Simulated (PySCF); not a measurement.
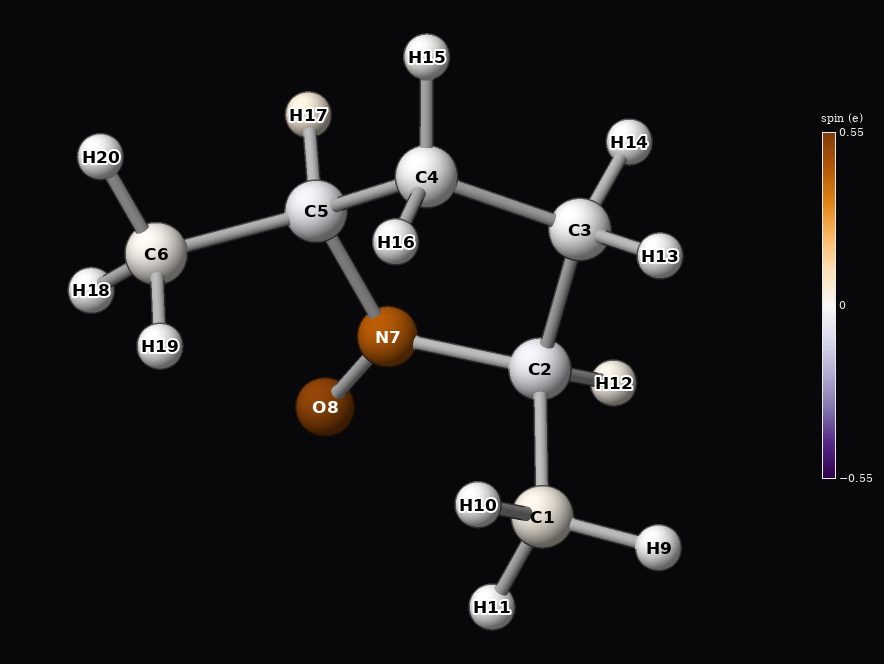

Atoms are coloured by their Mulliken spin populations. The species is neutral and a spin doublet. The geometry was computed by an optimisation with GFN2-xTB. No frequency run is at hand to confirm it as a minimum. Properties computed with UKS B3LYP, pcH-1 on C H N O, non-relativistic (PySCF 2.14.0).

List the Mulliken spin populations.

```
atom  value (e)
  C1       0.03
  C2      −0.03
  C3       0.00
  C4       0.00
  C5      −0.03
  C6       0.02
  N7       0.43
  O8       0.51
  H9       0.00
 H10       0.00
 H11       0.00
 H12       0.03
 H13       0.00
 H14       0.00
 H15       0.00
 H16       0.00
 H17       0.04
 H18       0.00
 H19       0.00
 H20       0.00
```

Mulliken values depend strongly on the basis set.
